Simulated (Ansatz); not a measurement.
# C2H7N (dimethylamine): an attempt with Ansatz

Aim: the energy of C2H7N (dimethylamine).

Program for the calculation: Ansatz 0.2.0.

### Step 1. The structure to begin with

The species is C2H7N (10 atoms), typed as a singlet with charge 0. As SMILES, `CNC`. The shape is that of a PBE0-D4/def2-TZVP optimisation.

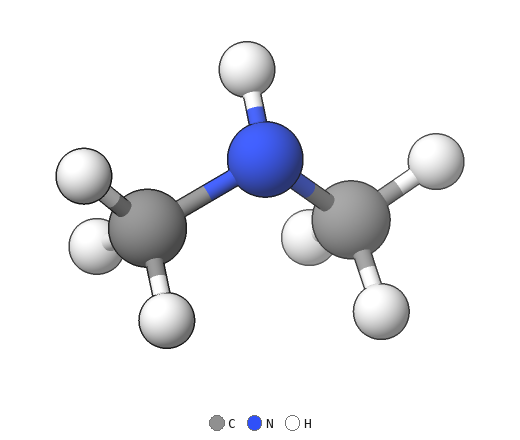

Viewed from a chosen angle; carbon grey, nitrogen blue, hydrogen white.

### Step 2. The run

input.yaml

```yaml
crystal:
  periodic: [true, true, true]
  atoms:
    - symbol: C
      position_ang: [-0.856700, 0.407300, -0.748800]
    - symbol: N
      position_ang: [-0.459900, -0.174400, 0.512500]
    - symbol: C
      position_ang: [0.945800, -0.503900, 0.558500]
    - symbol: H
      position_ang: [-1.910600, 0.690500, -0.714000]
    - symbol: H
      position_ang: [-0.740700, -0.334800, -1.544500]
    - symbol: H
      position_ang: [-0.268400, 1.295100, -1.038900]
    - symbol: H
      position_ang: [-0.689100, 0.456900, 1.268600]
    - symbol: H
      position_ang: [1.158300, -1.294800, -0.167100]
    - symbol: H
      position_ang: [1.207400, -0.885700, 1.547500]
    - symbol: H
      position_ang: [1.613700, 0.343700, 0.326200]
basis:
  gaussian:
    orbitals: pcseg-2
    final_grid:
      core_spheres: 20
      valence_spheres: 16
      degree: 47
accuracy: low
hamiltonian:
  xc: {name: B3LYP}
  dispersion: d3bjatm
scf:
  omitted_lower_state_checks: [cluster_reference, increment]
```

On the command line:

```sh
$ ansatz run input.yaml --threads 1 --pin off --max-ram 2610MiB --events-out events.jsonl --progress --plain --runs-dir runs
```

Log:

```text
Error: YAML parse error: error: line 2 column 3: crystal: missing field `lattice` (a structure is typed as `lattice` and `atoms`, a molecule's as `atoms` in Å alone, or read from a run's directory, `checkpoint`)
 --> <input>:2:3
  |
1 | crystal:
2 |   periodic: [true, true, true]
  |   ^ crystal: missing field `lattice` (a structure is typed as `lattice` and `atoms`, a molecule's as `atoms` in Å alone, or read from a run's directory, `checkpoint`)
3 |   atoms:
4 |     - symbol: C
  |
```

Wall time 0.02 s (1 thread of Intel Xeon 6975P-C (Granite Rapids), shared host).

### Step 3. Reading the log

The input was rejected.

The telling line is `Error: YAML parse error: error: line 2 column 3: crystal: missing field 'lattice'`. The fault: the molecule is declared periodic without a cell.
